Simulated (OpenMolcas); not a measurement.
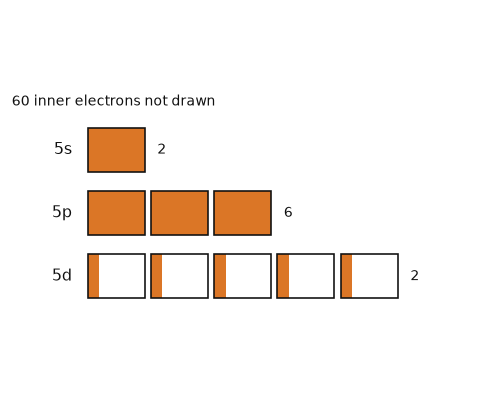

Fig. 1: The outer shells of the leading configuration of the lowest level: a box for each of the 2l + 1 orbitals, shaded by the share of the shell that is filled, with the electron count at the right.

Multiconfigurational calculation for Re⁵⁺

- system: Re⁵⁺.
- method: state-averaged SS-CASPT2, IPEA shift 0.25, imaginary shift 0.1 hartree, closed shells 5s 5p correlated, active space 2 electrons in the shell 5d, basis ANO-R2, X2C scalar Hamiltonian, spin-orbit coupling by RASSI with atomic mean-field integrals (OpenMolcas)

### The program's output (extracts)
```
--- CASPT2 ---
Orbital specifications:
      -----------------------

      Symmetry species                           1   2
                                                ag  au
      Frozen orbitals                           14  16
      Inactive orbitals                          1   3
      Active orbitals                            5   0
      Secondary orbitals                        22  20
      Deleted orbitals                           0   0
      Number of basis functions                 42  39
Type of calculation                        MS-CASPT2
      Fock operator                              state-specific
      IPEA shift                                 0.25
      Real shift                                 0.00
      Imaginary shift                            0.10
      The input orbitals will be transformed to quasi-canonical
Reference energy:      -16683.2489603343
      E2 (Non-variational):      -0.2138802048
      Shift correction:          -0.0000628885
      E2 (Variational):          -0.2139430933
      Total energy:          -16683.4629034276
      Residual norm:              0.0000002492
      Reference weight:           0.96679
      Contributions to the CASPT2 correlation energy
      Active & Virtual Only:         -0.0043493747
      One Inactive Excited:          -0.0783161854
      Two Inactive Excited:          -0.1312146447
Reference energy:      -16683.2489603343
      E2 (Non-variational):      -0.2126263009
      Shift correction:          -0.0000611328
      E2 (Variational):          -0.2126874336
      Total energy:          -16683.4616477679
      Residual norm:              0.0000001765
      Reference weight:           0.96728
      Contributions to the CASPT2 correlation energy
      Active & Virtual Only:         -0.0042018568
      One Inactive Excited:          -0.0775663879
      Two Inactive Excited:          -0.1308580562
::    CASPT2 Root  1     Total energy: -16683.46290343
::    CASPT2 Root  2     Total energy: -16683.46164777
::    CASPT2 Root  3     Total energy: -16683.46135863
::    CASPT2 Root  4     Total energy: -16683.46203941
::    CASPT2 Root  5     Total energy: -16683.46288866
::    CASPT2 Root  6     Total energy: -16683.46165376
::    CASPT2 Root  7     Total energy: -16683.46176183
::    CASPT2 Root  8     Total energy: -16683.41002239
::    CASPT2 Root  9     Total energy: -16683.41002238
::    CASPT2 Root 10     Total energy: -16683.41002238
::    MS-CASPT2 Root  1     Total energy: -16683.46327688
::    MS-CASPT2 Root  2     Total energy: -16683.46283161
::    MS-CASPT2 Root  3     Total energy: -16683.46223928
::    MS-CASPT2 Root  4     Total energy: -16683.46185313
::    MS-CASPT2 Root  5     Total energy: -16683.46166489
::    MS-CASPT2 Root  6     Total energy: -16683.46144904
::    MS-CASPT2 Root  7     Total energy: -16683.46094907
::    MS-CASPT2 Root  8     Total energy: -16683.41002100
::    MS-CASPT2 Root  9     Total energy: -16683.41001950
::    MS-CASPT2 Root 10     Total energy: -16683.41001624
--- CASPT2 ---
Orbital specifications:
      -----------------------

      Symmetry species                           1   2
                                                ag  au
      Frozen orbitals                           14  16
      Inactive orbitals                          1   3
      Active orbitals                            5   0
      Secondary orbitals                        22  20
      Deleted orbitals                           0   0
      Number of basis functions                 42  39
Type of calculation                        MS-CASPT2
      Fock operator                              state-specific
      IPEA shift                                 0.25
      Real shift                                 0.00
      Imaginary shift                            0.10
      The input orbitals will be transformed to quasi-canonical
Reference energy:      -16683.1961677004
      E2 (Non-variational):      -0.2269907860
      Shift correction:          -0.0002566863
      E2 (Variational):          -0.2272474723
      Total energy:          -16683.4234151727
      Residual norm:              0.0000000225
      Reference weight:           0.95677
      Contributions to the CASPT2 correlation energy
      Active & Virtual Only:         -0.0161569979
      One Inactive Excited:          -0.0753839343
      Two Inactive Excited:          -0.1354498538
Reference energy:      -16683.1961677004
      E2 (Non-variational):      -0.2269793775
      Shift correction:          -0.0002566884
      E2 (Variational):          -0.2272360658
      Total energy:          -16683.4234037662
      Residual norm:              0.0000000226
      Reference weight:           0.95678
      Contributions to the CASPT2 correlation energy
      Active & Virtual Only:         -0.0161571235
      One Inactive Excited:          -0.0753870959
      Two Inactive Excited:          -0.1354351580
::    CASPT2 Root  1     Total energy: -16683.42341517
::    CASPT2 Root  2     Total energy: -16683.42340377
::    CASPT2 Root  3     Total energy: -16683.42339519
::    CASPT2 Root  4     Total energy: -16683.42341519
::    CASPT2 Root  5     Total energy: -16683.42340336
::    CASPT2 Root  6     Total energy: -16683.39081926
::    CASPT2 Root  7     Total energy: -16683.39194835
::    CASPT2 Root  8     Total energy: -16683.39216398
::    CASPT2 Root  9     Total energy: -16683.39194908
::    CASPT2 Root 10     Total energy: -16683.39205797
::    CASPT2 Root 11     Total energy: -16683.39203404
::    CASPT2 Root 12     Total energy: -16683.39188628
::    CASPT2 Root 13     Total energy: -16683.39181750
::    CASPT2 Root 14     Total energy: -16683.39270349
::    CASPT2 Root 15     Total energy: -16683.28929054
::    MS-CASPT2 Root  1     Total energy: -16683.42347699
::    MS-CASPT2 Root  2     Total energy: -16683.42343282
::    MS-CASPT2 Root  3     Total energy: -16683.42341279
::    MS-CASPT2 Root  4     Total energy: -16683.42341017
::    MS-CASPT2 Root  5     Total energy: -16683.42338756
::    MS-CASPT2 Root  6     Total energy: -16683.39293159
::    MS-CASPT2 Root  7     Total energy: -16683.39255920
::    MS-CASPT2 Root  8     Total energy: -16683.39249080
::    MS-CASPT2 Root  9     Total energy: -16683.39215920
::    MS-CASPT2 Root 10     Total energy: -16683.39200879
::    MS-CASPT2 Root 11     Total energy: -16683.39181396
::    MS-CASPT2 Root 12     Total energy: -16683.39176463
::    MS-CASPT2 Root 13     Total energy: -16683.39109066
::    MS-CASPT2 Root 14     Total energy: -16683.39047608
::    MS-CASPT2 Root 15     Total energy: -16683.28928794
```

### Spin-orbit levels, grouped by J and assigned

```csv
Configuration,Level,E (eV),LS purity (%),Landé g
5d²,³F₂,0,88,0.710
5d²,³F₃,1.044,100,1.084
5d²,³P₀,1.838,92,–
5d²,³F₄,1.869,88,1.219
5d²,"J = 2 (even, mixed)",2.083,53,1.150
5d²,³P₁,2.459,100,1.501
5d²,¹G₄,3.396,88,1.031
5d²,³P₂,3.515,63,1.308
5d²,¹S₀,6.366,92,–
```

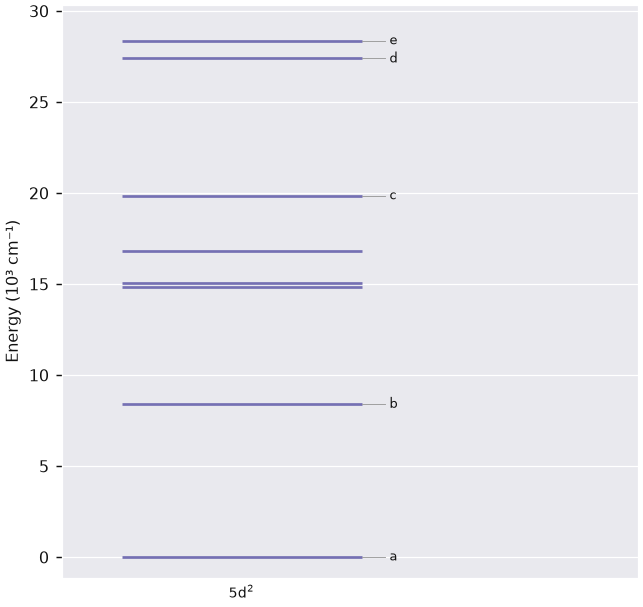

Fig. 2: The lowest computed levels of Re⁵⁺, 5 of them lettered. a: 5d² ³F₂ at 0; b: 5d² ³F₃ at 8,420 cm⁻¹; c: 5d² ³P₁ at 19,800 cm⁻¹; d: 5d² ¹G₄ at 27,400 cm⁻¹; e: 5d² ³P₂ at 28,300 cm⁻¹.

### Input file
```
&GATEWAY
Coord
1

Re 0.0 0.0 0.0
Basis=ANO-R2
Group=XYZ
NoMove
AngMom=0.0 0.0 0.0
AMFI
&SEWARD
&RASSCF
FileOrb=start.orb
Symmetry=1
Spin=3
nActEl=2 0 0
Inactive=15 19
Ras2=5 0
CIRoot=10 10 1
SDav=10
CIMx=300
Iter=120 100
PrWF=0.3
OrbListing=Nothing
MaxOrb=0
Atom
>>> COPY $Project.JobIph JOB001
&RASSCF
FileOrb=start.orb
Symmetry=1
Spin=1
nActEl=2 0 0
Inactive=15 19
Ras2=5 0
CIRoot=15 15 1
SDav=15
CIMx=300
Iter=120 100
PrWF=0.3
OrbListing=Nothing
MaxOrb=0
Atom
>>> COPY $Project.JobIph JOB002
&RASSI
NrOfJobIphs=2 10 15
1 2 3 4 5 6 7 8 9 10
1 2 3 4 5 6 7 8 9 10 11 12 13 14 15
IphNames
JOB001
JOB002
EJob
SpinOrbit
DIPRint=1.0
SOCoupling=1000.0
Subsets=2
MEES
Property=10
'ANGMOM' 1 'ANGMOM' 2 'ANGMOM' 3 'MLTPL  1' 1 'MLTPL  1' 2 'MLTPL  1' 3
'AMFI' 1 'AMFI' 2 'AMFI' 3 'MLTPL  2' 6
SOProperty=3
'ANGMOM' 1 'ANGMOM' 2 'ANGMOM' 3
>>> COPY JOB001 $Project.JobIph
&CASPT2
Multistate=10 1 2 3 4 5 6 7 8 9 10
Frozen=14 16
IPEA=0.25
Imaginary=0.1
MaxIter=60
WThr=0.0 0.3 0.05
PrWF=0.5
NoMix
>>> COPY JOB002 $Project.JobIph
&CASPT2
Multistate=15 1 2 3 4 5 6 7 8 9 10 11 12 13 14 15
Frozen=14 16
IPEA=0.25
Imaginary=0.1
MaxIter=60
WThr=0.0 0.3 0.05
PrWF=0.5
NoMix
```

The file start.orb holds starting orbitals from an earlier step. A driver script formed the levels outside the program, from RASSI's spin-orbit matrix and the CASPT2 energies (for multi-state variants, the effective Hamiltonian), averaged over the components of each term or state. The log and the time are those of the CASPT2 step.

Launched with:
```bash
OMP_NUM_THREADS=1 MOLCAS_MEM=2252 MOLCAS_PROJECT=a pymolcas a.inp > a.log  # once for each step of the input, in one work folder
```

### Summary

- outcome: converged; degenerate states are split by up to 414 cm⁻¹
- lowest level: 5d² ³F₂
- first excited level: 5d² ³F₃, 8,419 cm⁻¹
- energy of the lowest spin-free term: −16683.46204 hartree
- energy of the lowest spin-orbit level: −16683.50972 hartree
- CASPT2 correlation energy: −0.2131 hartree
- largest spread among components of a term: 413.5 cm⁻¹
- lowest reference weight: 0.957
- hardware: 1 thread of AMD EPYC (Zen 5), 450 GiB of memory available, shared host
- wall time: 3.4 s

### Remarks

The components of ¹G, which symmetry makes degenerate, are split by 414 cm⁻¹ in CASPT2, and those of 1 more by over 50 cm⁻¹. This is an artefact; the levels of such states rest on averages and are uncertain by about as much. The run is of multi-state type; this report uses its single-state energies. Caveats: only configurations of the active space are included.
